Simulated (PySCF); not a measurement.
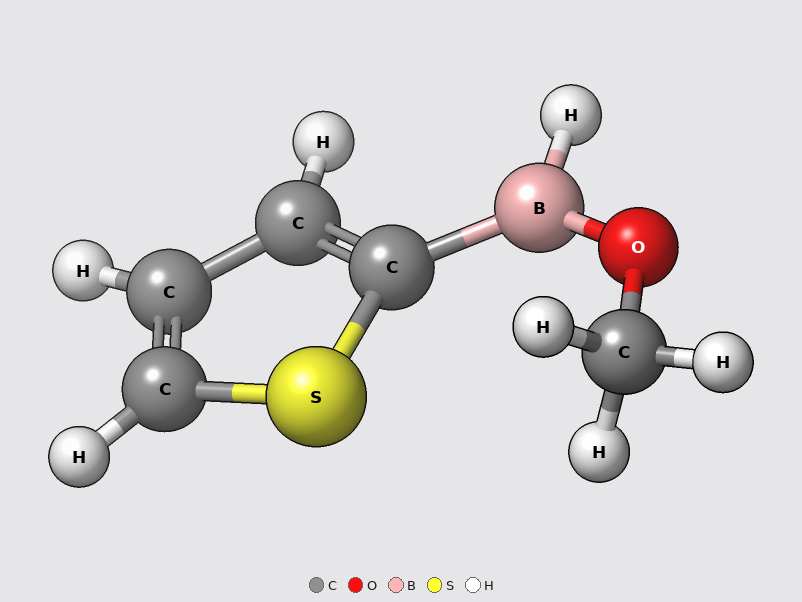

Rendered structure (ball-and-stick style). Double and triple bonds are drawn as two and three sticks.

Describe the molecule.

Formula C5H7BOS. SMILES: `COBc1cccs1`. Independent rings (smallest set): 1 of 5 members, 1 of them aromatic. Among its groups: B–H bond. Coordination: 1 C tetrahedral; 1 O bent; 1 B trigonal planar; 4 C trigonal planar; 1 S bent.

The parts below concern this one geometry. Atoms keep their numbers from picture to picture. Computed geometry: PBE0-D3(BJ)/def2-SVP optimisation. No frequency run is at hand to confirm it as a minimum.

## Shape

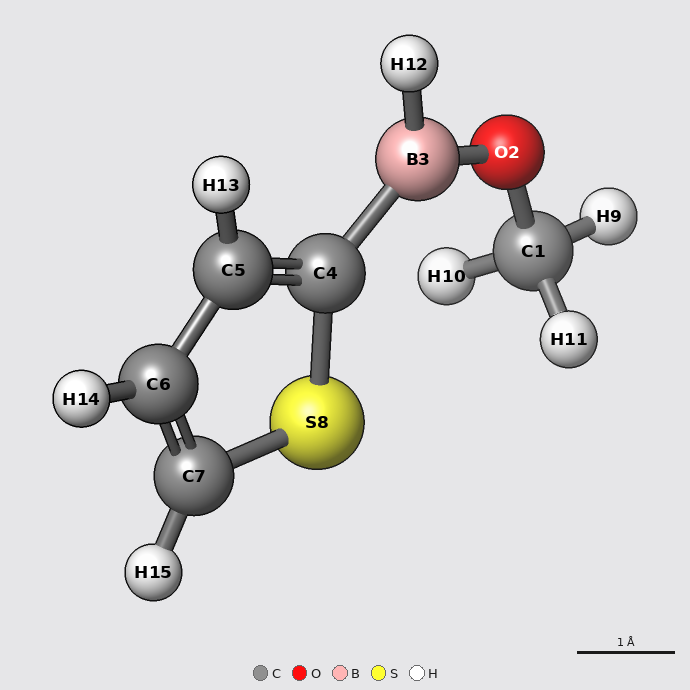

The atoms are numbered. No frequency run is at hand to confirm it as a minimum.

Give these bond angles: C1–O2–B3, O2–C1–H9, O2–C1–H11, O2–B3–C4, C4–B3–H12, C4–C5–H13, C5–C6–C7, C5–C6–H14, C6–C7–S8, C6–C7–H15, C7–C6–H14, S8–C7–H15.

| angle | degrees |
| --- | --- |
| C1–O2–B3 | 125.1 |
| O2–C1–H9 | 108.3 |
| O2–C1–H11 | 111.5 |
| O2–B3–C4 | 127.4 |
| C4–B3–H12 | 117.2 |
| C4–C5–H13 | 121.6 |
| C5–C6–C7 | 111.9 |
| C5–C6–H14 | 124.6 |
| C6–C7–S8 | 111.7 |
| C6–C7–H15 | 127.8 |
| C7–C6–H14 | 123.5 |
| S8–C7–H15 | 120.4 |

## Dipole moment

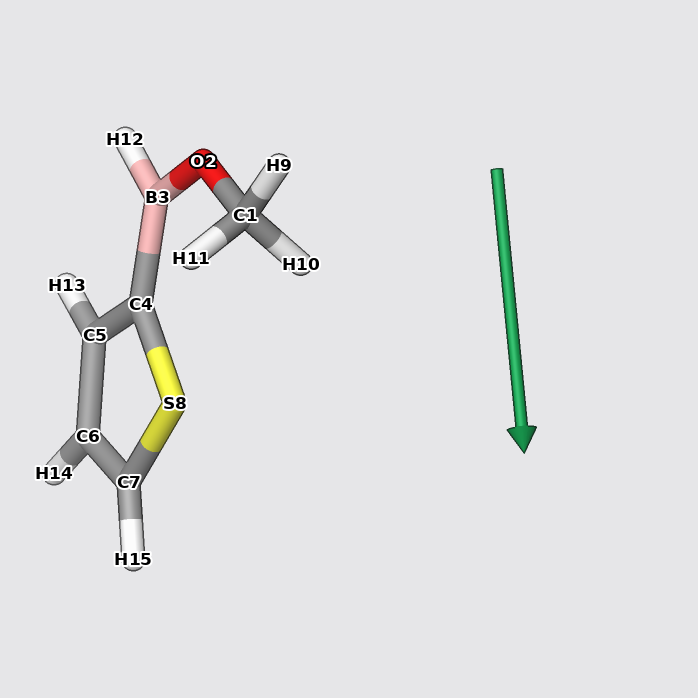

The arrow beside the molecule shows the direction of the dipole moment, from the negative to the positive end (its length means nothing). No frequency run is at hand to confirm it as a minimum. Properties computed with PBE0/pcSseg-1 in acetone (IEF-PCM) (PySCF 2.14.0).

Estimate the dipole moment.

2.68 D; it points from the side of H12 to the side of H15 (the outermost atoms at the two ends).

## Excitation

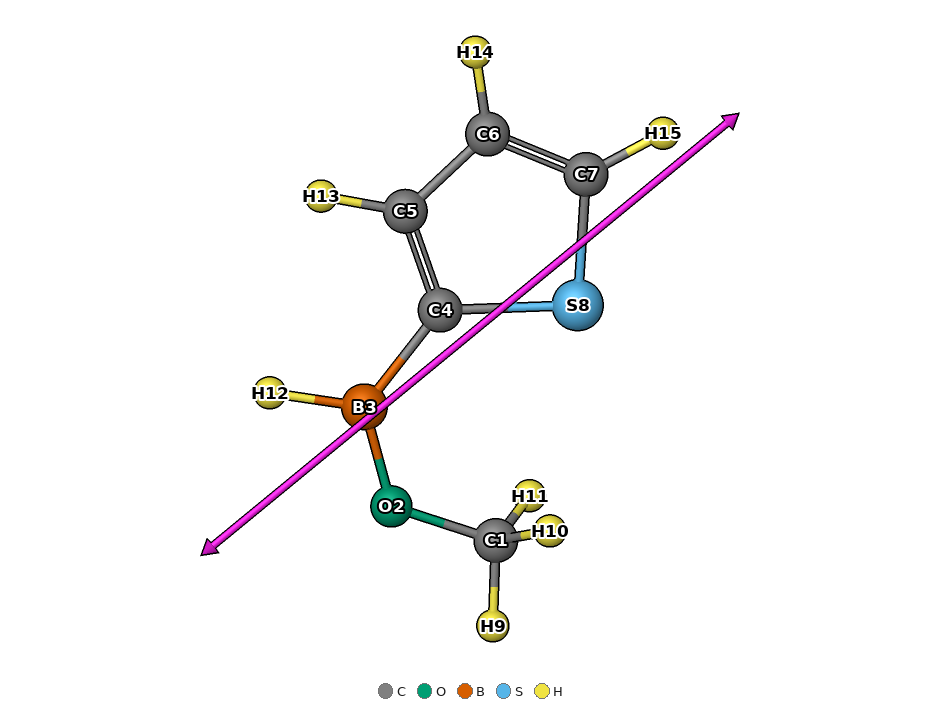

The double arrow shows the direction of the transition dipole to excited singlet state 1 (its length means nothing). No frequency run is at hand to confirm it as a minimum. Level of theory: TDDFT B3LYP/def2-SVPD, vertical, gas phase, core orbitals frozen in the response (PySCF 2.14.0).

How is the transition polarised?

Nearly parallel to the C5–C6 bond.

Where does the transition lie, and how strong is it?

5.05 eV (246 nm), oscillator strength 0.15, mainly HOMO → LUMO (weight 0.59); transition dipole 2.83 D.

## Quadrupole coupling

No frequency run is at hand to confirm it as a minimum. Electric field gradients from the ground-state density, PBE0/pcSseg-1 (PySCF 2.14.0), non-relativistic apart from any core potentials.

Give the largest field-gradient component, the quadrupole coupling constant and the asymmetry for 17O at O2 (Q = −25.6 mb), 11B at B3 (Q = 40.59 mb), 33S at S8 (Q = −67.81 mb).

```
atom  V_zz (a.u.)  e²qQ/h (MHz)     η
  O2        1.559         −9.38  0.20
  B3        0.399          3.81  0.28
  S8        1.769         −28.2  0.42
```
